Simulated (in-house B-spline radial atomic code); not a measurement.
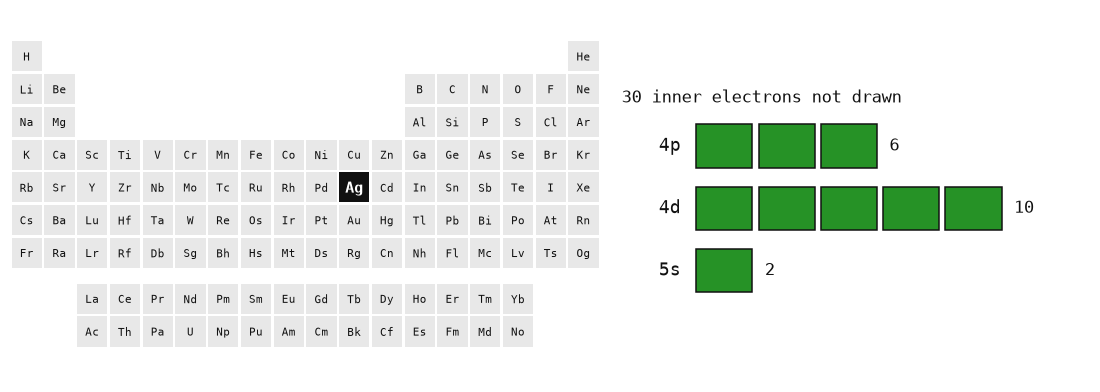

Fig. 1: Left, the place of silver in the periodic table; right, the outer shells of the closed core: a box for each of the 2l + 1 orbitals, shaded by the share of the shell that is filled, with the electron count at the right.

**Many-body perturbation calculation, with input and output: Ag⁻**

- system: Ag⁻, core [Kr] 4d10 5s2.
- method: relativistic RPA (time-dependent Dirac-Hartree-Fock) and second-order many-body perturbation theory, no-pair Dirac-Coulomb, closed shell, B-spline basis (in-house B-spline radial atomic code)

## The input
```
Z = 47
core_configuration = [Kr] 4d10 5s2
rms_radius = 4.5454
mass_number = 107
speed_of_light = 137.035999084
```

The program writes its results to a structured record and prints no log; tables and figures of this report are taken from that record.

## What the run reported

| quantity | value |
| --- | --- |
| outcome | ended with an error |
| hardware | 1 CPU thread, shared host |

## Diagnosis

The run ended with an error; the driver noted: error: ZeroDivisionError('float division by zero').
